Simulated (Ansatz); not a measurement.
# Rh: a strain scan

Aim: for Rh, strain the cell along the Voigt pattern (0, 1, 0, 0, 0, 0).

Method: DFT r2SCAN, scalar-relativistic, plane waves, PAW, in Ansatz 0.2.0.

## Step 1: Starting point

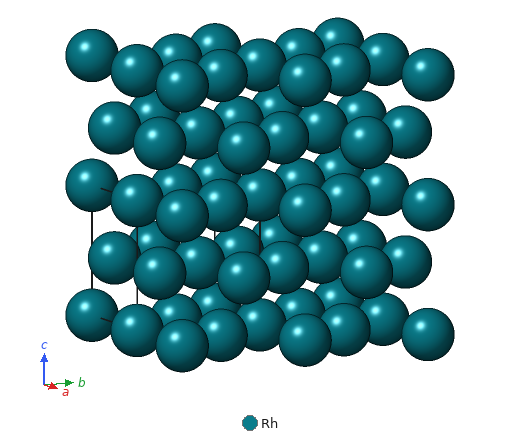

Start, viewed slightly off an axis; rhodium blue. 2×2×2 cells are drawn. Atoms on the faces are drawn again on the opposite ones. The cell drawn here is the conventional one.

Structure file:

```xyz
1
Lattice="0.0000 1.9016 1.9016 1.9016 0.0000 1.9016 1.9016 1.9016 0.0000" Properties=species:S:1:pos:R:3 pbc="T T T"
Rh    0.0000    0.0000    0.0000
```

No relaxation comes first: the listed cell is the starting point.

## Step 2: Zero of energy

Reference values: F = -6415.2803 eV; pressure -0.63 GPa; largest force 0.000 eV/Å; gap on the mesh none (metal). It was computed beforehand with the settings of the runs below.

## Step 3: Next: a strain scan

The cell is strained by ε times the Voigt pattern (0, 1, 0, 0, 0, 0) (xx, yy, zz, yz, xz, xy; engineering shear), with fractional coordinates fixed (clamped ions). The stress on the pattern is the sum of the stress components weighted by it, tension positive.

## Step 4: At ε = -0.0200

File input.yaml:

```yaml
crystal:
  lattice:
    - [0.0, 1.863519, 1.90155]
    - [1.90155, 0.0, 1.90155]
    - [1.90155, 1.863519, 0.0]
  atoms:
    - { symbol: Rh, position: [0.0, 0.0, 0.0] }
basis:
  ecutwfc: 500
kpoints:
  mp_grid: { grid: [22, 22, 22] }
hamiltonian:
  xc: r2scan
scf:
  occupations: { method: gaussian, width: 0.15 }
output:
  forces: true
  stress: true
  eigenvalues: true
  write_density: true
  write_potential: true
  elf: true
  volumetric_format: npy
```

The run is started by

```console
> ansatz run input.yaml --threads 1 --pin off --max-ram 2560MiB --backend cpu --events-out ev --progress --plain --runs-dir out
```

Standard output, cut to the lines that bear on the results:

```text
Warning: RAYON_NUM_THREADS=1 ignored (pool sized by the plan → 1); use --threads N
[...]
Pseudopotentials: kind: paw
Pseudopotential: Rh, paw, valence charge 17, recommended cutoff 500 eV (meta_gga), Rh.paw.azcp
Functional definition: r2SCAN
[...]
Crystal: 1 atoms, lattice volume = 13.477 Å³
Basis set: ecut = 500 eV, 331 PW (Γ), exchange–correlation on 80×80×80 points (64 copies of the dense FFT grid, shifted against one another)
Bands: 13, of which v1, the nominal top of the filled ones, is band 9 counted from 1 (8 counted from 0)
Symmetry: 16 space group operations
Space group: I4/mmm (ITA 139), of the structure as read, at distance tolerance 2.4e-5 Å
k-points: 834 of 10648
[...]
SCF iter   1: F=—  HF=-6415.261556 eV  |F-HF|=—  |Δ(HF+E_count)|=         —  Δρ=1.03e-2  dr2=3.91e-3  dr2_τ=1.05e-2  ethr=1.77e-3  ⟨swp⟩=5.0  Hψ=61059  notcnv=0
[...]
SCF iter   6: F=-6415.273522 eV  HF=-6415.273522 eV  |F-HF|=2.05e-9  |Δ(HF+E_count)|=   9.22e-7  Δρ=8.86e-6  dr2=2.61e-9  dr2_τ=3.58e-9  ethr=5.88e-10  ⟨swp⟩=9.8  Hψ=74512  notcnv=0
[...]
SCF converged after 6 iterations
Free energy (F): -6415.273522 eV
[...]
E sigma→0 (E₀):  -6415.266498 eV
Entropy (-TS):   -0.014049 eV (-14.049 meV/atom)
Fermi energy:    22.778491 eV
[...]
--- Forces (eV/Å), atoms counted from 1 ---
  atom   1  Rh     0.00000000    -0.00000000     0.00000000
[...]
--- Stress (GPa, compression-positive) ---
        3.651266       0.000000       0.000000
        0.000000       8.775195       0.000000
        0.000000       0.000000       3.651266
  P = ⅓ Tr σ = 5.3592 GPa (53.592 kbar)
--- Band table (eV; the first three rows and the last of 834) ---
  k-point 0: bands = ["-58.4212", "-25.0340", "-25.0340", "-25.0220", "14.4867", "19.4440", "19.4440", "19.6705", "21.5409", "21.8142", "39.2482", "44.7672", "44.7672"]
[...]
```

It took 15 s on 1 thread of Intel Xeon at 2.70GHz, shared host; peak memory 0.48 GiB.

The maps below are laid out on this run's own conventional cell (a, b, c = 2.689, 2.689, 3.727 Å).

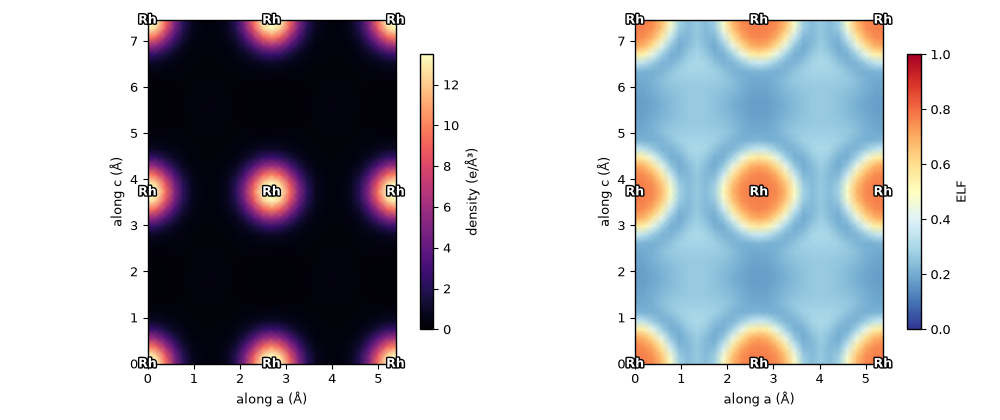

Density (left) and ELF (right) in a lattice plane of the grid's cell (edges 2.69 and 3.73 Å, at 0.000 of the third edge), which holds Rh. Only atoms in the plane are labelled; the density scale stops at 13.48 e/Å³. Both are smooth fields of the valence electrons: close to the nuclei they are not physical.

## Step 5: At ε = 0.0150

File input.yaml:

```yaml
crystal:
  lattice:
    - [0.0, 1.93007325, 1.90155]
    - [1.90155, 0.0, 1.90155]
    - [1.90155, 1.93007325, 0.0]
  atoms:
    - { symbol: Rh, position: [0.0, 0.0, 0.0] }
basis:
  ecutwfc: 500
kpoints:
  mp_grid: { grid: [22, 22, 22] }
hamiltonian:
  xc: r2scan
scf:
  occupations: { method: gaussian, width: 0.15 }
output:
  forces: true
  stress: true
  eigenvalues: true
```

The run is started by

```console
> ansatz run input.yaml --threads 1 --pin off --max-ram 2560MiB --backend cpu --events-out ev --progress --plain --runs-dir out
```

Standard output, cut to the lines that bear on the results:

```text
Warning: RAYON_NUM_THREADS=1 ignored (pool sized by the plan → 1); use --threads N
[...]
Pseudopotentials: kind: paw
Pseudopotential: Rh, paw, valence charge 17, recommended cutoff 500 eV (meta_gga), Rh.paw.azcp
Functional definition: r2SCAN
[...]
Crystal: 1 atoms, lattice volume = 13.958 Å³
Basis set: ecut = 500 eV, 339 PW (Γ), exchange–correlation on 80×80×80 points (64 copies of the dense FFT grid, shifted against one another)
Bands: 13, of which v1, the nominal top of the filled ones, is band 9 counted from 1 (8 counted from 0)
Symmetry: 16 space group operations
Space group: I4/mmm (ITA 139), of the structure as read, at distance tolerance 2.4e-5 Å
k-points: 834 of 10648
[...]
SCF iter   1: F=—  HF=-6415.264413 eV  |F-HF|=—  |Δ(HF+E_count)|=         —  Δρ=1.02e-2  dr2=3.93e-3  dr2_τ=9.30e-3  ethr=1.77e-3  ⟨swp⟩=5.0  Hψ=60934  notcnv=0
[...]
SCF iter   6: F=-6415.275409 eV  HF=-6415.275409 eV  |F-HF|=9.31e-9  |Δ(HF+E_count)|=   9.06e-7  Δρ=8.94e-6  dr2=4.48e-9  dr2_τ=1.75e-9  ethr=5.88e-10  ⟨swp⟩=5.5  Hψ=50800  notcnv=0
[...]
SCF converged after 6 iterations
Free energy (F): -6415.275409 eV
[...]
E sigma→0 (E₀):  -6415.267961 eV
Entropy (-TS):   -0.014896 eV (-14.896 meV/atom)
Fermi energy:    21.767321 eV
[...]
--- Forces (eV/Å), atoms counted from 1 ---
  atom   1  Rh     0.00000000     0.00000000    -0.00000000
[...]
--- Stress (GPa, compression-positive) ---
       -3.416149       0.000000       0.000000
        0.000000      -6.926002       0.000000
        0.000000       0.000000      -3.416149
  P = ⅓ Tr σ = -4.5861 GPa (-45.861 kbar)
--- Band table (eV; the first three rows and the last of 834) ---
  k-point 0: bands = ["-59.3191", "-25.9826", "-25.9741", "-25.9741", "13.7402", "18.5726", "18.7368", "18.7368", "20.6235", "20.8193", "38.2715", "43.5211", "43.9760"]
[...]
```

Wall time 13 s (1 thread of Intel Xeon at 2.70GHz, shared host); peak memory 0.5 GiB.

## Step 6: ε = -0.0100

Changes to input.yaml since step 5:

```diff
@@ -2,5 +2,5 @@
   lattice:
-    - [0.0, 1.93007325, 1.90155]
+    - [0.0, 1.8825345, 1.90155]
     - [1.90155, 0.0, 1.90155]
-    - [1.90155, 1.93007325, 0.0]
+    - [1.90155, 1.8825345, 0.0]
   atoms:
```

The run is started by

```console
> ansatz run input.yaml --threads 1 --pin off --max-ram 2560MiB --backend cpu --events-out ev --progress --plain --runs-dir out
```

Standard output, cut to the lines that bear on the results:

```text
Warning: RAYON_NUM_THREADS=1 ignored (pool sized by the plan → 1); use --threads N
[...]
Pseudopotentials: kind: paw
Pseudopotential: Rh, paw, valence charge 17, recommended cutoff 500 eV (meta_gga), Rh.paw.azcp
Functional definition: r2SCAN
[...]
Crystal: 1 atoms, lattice volume = 13.614 Å³
Basis set: ecut = 500 eV, 331 PW (Γ), exchange–correlation on 80×80×80 points (64 copies of the dense FFT grid, shifted against one another)
Bands: 13, of which v1, the nominal top of the filled ones, is band 9 counted from 1 (8 counted from 0)
Symmetry: 16 space group operations
Space group: I4/mmm (ITA 139), of the structure as read, at distance tolerance 2.4e-5 Å
k-points: 834 of 10648
[...]
SCF iter   1: F=—  HF=-6415.267301 eV  |F-HF|=—  |Δ(HF+E_count)|=         —  Δρ=1.02e-2  dr2=3.91e-3  dr2_τ=1.01e-2  ethr=1.77e-3  ⟨swp⟩=5.0  Hψ=61029  notcnv=0
[...]
SCF iter   6: F=-6415.278950 eV  HF=-6415.278950 eV  |F-HF|=5.62e-9  |Δ(HF+E_count)|=   1.01e-6  Δρ=8.00e-6  dr2=2.52e-9  dr2_τ=2.42e-9  ethr=5.88e-10  ⟨swp⟩=5.7  Hψ=51150  notcnv=0
[...]
SCF converged after 6 iterations
Free energy (F): -6415.278950 eV
[...]
E sigma→0 (E₀):  -6415.271797 eV
Entropy (-TS):   -0.014306 eV (-14.306 meV/atom)
Fermi energy:    22.482504 eV
[...]
--- Forces (eV/Å), atoms counted from 1 ---
  atom   1  Rh     0.00000000     0.00000000     0.00000000
[...]
--- Stress (GPa, compression-positive) ---
        1.423110       0.000000      -0.000000
        0.000000       3.922679      -0.000000
       -0.000000      -0.000000       1.423110
  P = ⅓ Tr σ = 2.2563 GPa (22.563 kbar)
--- Band table (eV; the first three rows and the last of 834) ---
  k-point 0: bands = ["-58.6846", "-25.3102", "-25.3102", "-25.3043", "14.2670", "19.2354", "19.2354", "19.3476", "21.3315", "21.4664", "38.9586", "44.5395", "44.5395"]
[...]
```

It took 12 s on 1 thread of Intel Xeon at 2.70GHz, shared host; peak memory 0.49 GiB.

## Step 7: ε = 0.0050

Changes to input.yaml since step 6:

```diff
@@ -2,5 +2,5 @@
   lattice:
-    - [0.0, 1.8825345, 1.90155]
+    - [0.0, 1.91105775, 1.90155]
     - [1.90155, 0.0, 1.90155]
-    - [1.90155, 1.8825345, 0.0]
+    - [1.90155, 1.91105775, 0.0]
   atoms:
```

The run is started by

```console
> ansatz run input.yaml --threads 1 --pin off --max-ram 2560MiB --backend cpu --events-out ev --progress --plain --runs-dir out
```

Standard output, cut to the lines that bear on the results:

```text
Warning: RAYON_NUM_THREADS=1 ignored (pool sized by the plan → 1); use --threads N
[...]
Pseudopotentials: kind: paw
Pseudopotential: Rh, paw, valence charge 17, recommended cutoff 500 eV (meta_gga), Rh.paw.azcp
Functional definition: r2SCAN
[...]
Crystal: 1 atoms, lattice volume = 13.820 Å³
Basis set: ecut = 500 eV, 339 PW (Γ), exchange–correlation on 80×80×80 points (64 copies of the dense FFT grid, shifted against one another)
Bands: 13, of which v1, the nominal top of the filled ones, is band 9 counted from 1 (8 counted from 0)
Symmetry: 16 space group operations
Space group: I4/mmm (ITA 139), of the structure as read, at distance tolerance 2.4e-5 Å
k-points: 834 of 10648
[...]
SCF iter   1: F=—  HF=-6415.268366 eV  |F-HF|=—  |Δ(HF+E_count)|=         —  Δρ=1.02e-2  dr2=3.92e-3  dr2_τ=9.61e-3  ethr=1.77e-3  ⟨swp⟩=5.0  Hψ=60972  notcnv=0
[...]
SCF iter   6: F=-6415.279603 eV  HF=-6415.279603 eV  |F-HF|=5.86e-9  |Δ(HF+E_count)|=   9.78e-7  Δρ=8.37e-6  dr2=2.80e-9  dr2_τ=2.57e-9  ethr=5.88e-10  ⟨swp⟩=5.7  Hψ=51014  notcnv=0
[...]
SCF converged after 6 iterations
Free energy (F): -6415.279603 eV
[...]
E sigma→0 (E₀):  -6415.272267 eV
Entropy (-TS):   -0.014673 eV (-14.673 meV/atom)
Fermi energy:    22.049181 eV
[...]
--- Forces (eV/Å), atoms counted from 1 ---
  atom   1  Rh    -0.00000000     0.00000000     0.00000000
[...]
--- Stress (GPa, compression-positive) ---
       -1.597825       0.000000       0.000000
        0.000000      -2.799753       0.000000
        0.000000       0.000000      -1.597825
  P = ⅓ Tr σ = -1.9985 GPa (-19.985 kbar)
--- Band table (eV; the first three rows and the last of 834) ---
  k-point 0: bands = ["-59.0693", "-25.7159", "-25.7130", "-25.7130", "13.9472", "18.8772", "18.9324", "18.9324", "20.9561", "21.0223", "38.5401", "44.0447", "44.2005"]
[...]
```

Run time: 14 s. Hardware: 1 thread of Intel Xeon at 2.70GHz, shared host; peak memory 0.5 GiB.

## Step 8: ε = 0.0200

Changes to input.yaml since step 7:

```diff
@@ -2,5 +2,5 @@
   lattice:
-    - [0.0, 1.91105775, 1.90155]
+    - [0.0, 1.939581, 1.90155]
     - [1.90155, 0.0, 1.90155]
-    - [1.90155, 1.91105775, 0.0]
+    - [1.90155, 1.939581, 0.0]
   atoms:
```

The run is started by

```console
> ansatz run input.yaml --threads 1 --pin off --max-ram 2560MiB --backend cpu --events-out ev --progress --plain --runs-dir out
```

Standard output, cut to the lines that bear on the results:

```text
[...]
SCF converged after 6 iterations
Free energy (F): -6415.272014 eV
[...]
E sigma→0 (E₀):  -6415.264514 eV
Entropy (-TS):   -0.015000 eV (-15.000 meV/atom)
Fermi energy:    21.628464 eV
[...]
--- Forces (eV/Å), atoms counted from 1 ---
  atom   1  Rh    -0.00000000    -0.00000000    -0.00000000
[...]
--- Stress (GPa, compression-positive) ---
       -4.270794       0.000000       0.000000
        0.000000      -8.886985       0.000000
        0.000000       0.000000      -4.270794
  P = ⅓ Tr σ = -5.8095 GPa (-58.095 kbar)
--- Band table (eV; the first three rows and the last of 834) ---
  k-point 0: bands = ["-59.4420", "-26.1137", "-26.1025", "-26.1025", "13.6385", "18.4230", "18.6408", "18.6408", "20.4596", "20.7189", "38.1402", "43.2657", "43.8642"]
[...]
```

Wall time 15 s (1 thread of Intel Xeon at 2.70GHz, shared host); peak memory 0.5 GiB.

## Step 9: ε = -0.0150

Changes to input.yaml since step 8:

```diff
@@ -2,5 +2,5 @@
   lattice:
-    - [0.0, 1.939581, 1.90155]
+    - [0.0, 1.87302675, 1.90155]
     - [1.90155, 0.0, 1.90155]
-    - [1.90155, 1.939581, 0.0]
+    - [1.90155, 1.87302675, 0.0]
   atoms:
```

The run is started by

```console
> ansatz run input.yaml --threads 1 --pin off --max-ram 2560MiB --backend cpu --events-out ev --progress --plain --runs-dir out
```

Standard output, cut to the lines that bear on the results:

```text
[...]
SCF converged after 6 iterations
Free energy (F): -6415.276756 eV
[...]
E sigma→0 (E₀):  -6415.269667 eV
Entropy (-TS):   -0.014178 eV (-14.178 meV/atom)
Fermi energy:    22.629775 eV
[...]
--- Forces (eV/Å), atoms counted from 1 ---
  atom   1  Rh     0.00000000    -0.00000000     0.00000000
[...]
--- Stress (GPa, compression-positive) ---
        2.514634       0.000000       0.000000
        0.000000       6.311111       0.000000
        0.000000       0.000000       2.514634
  P = ⅓ Tr σ = 3.7801 GPa (37.801 kbar)
--- Band table (eV; the first three rows and the last of 834) ---
  k-point 0: bands = ["-58.5536", "-25.1729", "-25.1729", "-25.1639", "14.3762", "19.3390", "19.3390", "19.5081", "21.4359", "21.6395", "39.1023", "44.6532", "44.6532"]
[...]
```

It took 12 s on 1 thread of Intel Xeon at 2.70GHz, shared host; peak memory 0.5 GiB.

## Step 10: Point ε = 0.0100

Changes to input.yaml since step 9:

```diff
@@ -2,5 +2,5 @@
   lattice:
-    - [0.0, 1.87302675, 1.90155]
+    - [0.0, 1.9205655, 1.90155]
     - [1.90155, 0.0, 1.90155]
-    - [1.90155, 1.87302675, 0.0]
+    - [1.90155, 1.9205655, 0.0]
   atoms:
```

The run is started by

```console
> ansatz run input.yaml --threads 1 --pin off --max-ram 2560MiB --backend cpu --events-out ev --progress --plain --runs-dir out
```

Standard output, cut to the lines that bear on the results:

```text
Warning: RAYON_NUM_THREADS=1 ignored (pool sized by the plan → 1); use --threads N
[...]
Pseudopotentials: kind: paw
Pseudopotential: Rh, paw, valence charge 17, recommended cutoff 500 eV (meta_gga), Rh.paw.azcp
Functional definition: r2SCAN
[...]
Crystal: 1 atoms, lattice volume = 13.889 Å³
Basis set: ecut = 500 eV, 339 PW (Γ), exchange–correlation on 80×80×80 points (64 copies of the dense FFT grid, shifted against one another)
Bands: 13, of which v1, the nominal top of the filled ones, is band 9 counted from 1 (8 counted from 0)
Symmetry: 16 space group operations
Space group: I4/mmm (ITA 139), of the structure as read, at distance tolerance 2.4e-5 Å
k-points: 834 of 10648
[...]
SCF iter   1: F=—  HF=-6415.266833 eV  |F-HF|=—  |Δ(HF+E_count)|=         —  Δρ=1.02e-2  dr2=3.93e-3  dr2_τ=9.45e-3  ethr=1.77e-3  ⟨swp⟩=5.0  Hψ=60893  notcnv=0
[...]
SCF iter   6: F=-6415.277949 eV  HF=-6415.277949 eV  |F-HF|=7.14e-9  |Δ(HF+E_count)|=   9.51e-7  Δρ=8.57e-6  dr2=3.36e-9  dr2_τ=2.24e-9  ethr=5.88e-10  ⟨swp⟩=5.6  Hψ=50930  notcnv=0
[...]
SCF converged after 6 iterations
Free energy (F): -6415.277949 eV
[...]
E sigma→0 (E₀):  -6415.270556 eV
Entropy (-TS):   -0.014787 eV (-14.787 meV/atom)
Fermi energy:    21.907557 eV
[...]
--- Forces (eV/Å), atoms counted from 1 ---
  atom   1  Rh     0.00000000     0.00000000     0.00000000
[...]
--- Stress (GPa, compression-positive) ---
       -2.525598       0.000000      -0.000000
        0.000000      -4.897438      -0.000000
       -0.000000      -0.000000      -2.525598
  P = ⅓ Tr σ = -3.3162 GPa (-33.162 kbar)
--- Band table (eV; the first three rows and the last of 834) ---
  k-point 0: bands = ["-59.1949", "-25.8500", "-25.8443", "-25.8443", "13.8431", "18.7240", "18.8340", "18.8340", "20.7891", "20.9205", "38.4048", "43.7807", "44.0881"]
[...]
```

Wall time 23 s (1 thread of Intel Xeon at 2.70GHz, shared host); peak memory 0.5 GiB.

## Step 11: ε = -0.0050

Changes to input.yaml since step 10:

```diff
@@ -2,5 +2,5 @@
   lattice:
-    - [0.0, 1.9205655, 1.90155]
+    - [0.0, 1.89204225, 1.90155]
     - [1.90155, 0.0, 1.90155]
-    - [1.90155, 1.9205655, 0.0]
+    - [1.90155, 1.89204225, 0.0]
   atoms:
```

The run is started by

```console
> ansatz run input.yaml --threads 1 --pin off --max-ram 2560MiB --backend cpu --events-out ev --progress --plain --runs-dir out
```

Standard output, cut to the lines that bear on the results:

```text
[...]
SCF converged after 6 iterations
Free energy (F): -6415.280135 eV
[...]
E sigma→0 (E₀):  -6415.272919 eV
Entropy (-TS):   -0.014432 eV (-14.432 meV/atom)
Fermi energy:    22.336646 eV
[...]
--- Forces (eV/Å), atoms counted from 1 ---
  atom   1  Rh     0.00000000    -0.00000000    -0.00000000
[...]
--- Stress (GPa, compression-positive) ---
        0.375006       0.000000       0.000000
        0.000000       1.608906       0.000000
        0.000000       0.000000       0.375006
  P = ⅓ Tr σ = 0.7863 GPa (7.863 kbar)
--- Band table (eV; the first three rows and the last of 834) ---
  k-point 0: bands = ["-58.8142", "-25.4459", "-25.4459", "-25.4430", "14.1591", "19.1331", "19.1331", "19.1889", "21.2277", "21.2948", "38.8170", "44.4262", "44.4262"]
[...]
```

Wall time 15 s (1 thread of Intel Xeon at 2.70GHz, shared host); peak memory 0.5 GiB.

## Step 12: ε = 0.0175

Changes to input.yaml since step 11:

```diff
@@ -2,5 +2,5 @@
   lattice:
-    - [0.0, 1.89204225, 1.90155]
+    - [0.0, 1.934827125, 1.90155]
     - [1.90155, 0.0, 1.90155]
-    - [1.90155, 1.89204225, 0.0]
+    - [1.90155, 1.934827125, 0.0]
   atoms:
```

The run is started by

```console
> ansatz run input.yaml --threads 1 --pin off --max-ram 2560MiB --backend cpu --events-out ev --progress --plain --runs-dir out
```

Standard output, cut to the lines that bear on the results:

```text
[...]
SCF converged after 6 iterations
Free energy (F): -6415.273817 eV
[...]
E sigma→0 (E₀):  -6415.266342 eV
Entropy (-TS):   -0.014949 eV (-14.949 meV/atom)
Fermi energy:    21.697732 eV
[...]
--- Forces (eV/Å), atoms counted from 1 ---
  atom   1  Rh     0.00000000     0.00000000    -0.00000000
[...]
--- Stress (GPa, compression-positive) ---
       -3.847917       0.000000       0.000000
        0.000000      -7.914903       0.000000
        0.000000       0.000000      -3.847917
  P = ⅓ Tr σ = -5.2036 GPa (-52.036 kbar)
--- Band table (eV; the first three rows and the last of 834) ---
  k-point 0: bands = ["-59.3807", "-26.0483", "-26.0384", "-26.0384", "13.6892", "18.4976", "18.6886", "18.6886", "20.5414", "20.7690", "38.2056", "43.3929", "43.9201"]
[...]
```

Run time: 17 s. Hardware: 1 thread of Intel Xeon at 2.70GHz, shared host; peak memory 0.5 GiB.

## Step 13: The scan collected

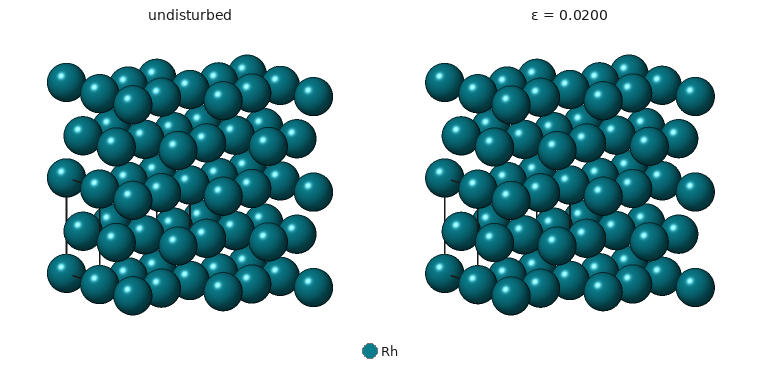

The undisturbed cell and the costliest point of the scan, at one scale, with neighbouring cells.

Collected from the runs (energy zero: the undisturbed cell):

```
      ε  ΔE (meV/atom)  stress on the pattern (GPa)  pressure (GPa)
-0.0200            6.8                        -8.78             5.4
-0.0150            3.6                        -6.31             3.8
-0.0100            1.4                        -3.92             2.3
-0.0050            0.2                        -1.61             0.8
 0.0000            0.0                         0.63            -0.6
 0.0050            0.7                         2.80            -2.0
 0.0100            2.4                         4.90            -3.3
 0.0150            4.9                         6.93            -4.6
 0.0175            6.5                         7.91            -5.2
 0.0200            8.3                         8.89            -5.8
```

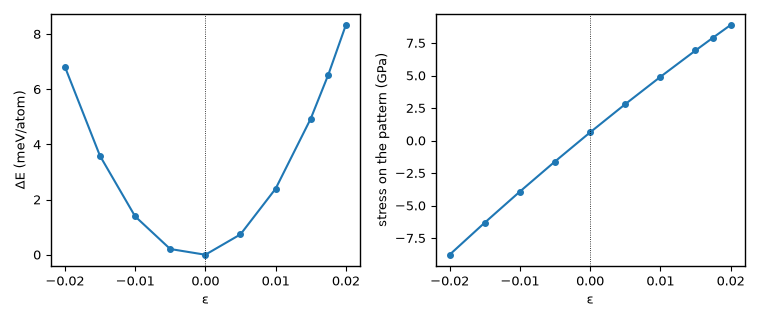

ΔE and stress on the pattern along the scan.

## Step 14: Outcome

| quantity | value |
| --- | --- |
| slope of the stress at ε = 0, over ±0.0050 | 441 GPa |

**Reading.** From the stress slope, C22 is about 441 GPa with the ions clamped. The undisturbed cell stays the lowest of the sampled points.
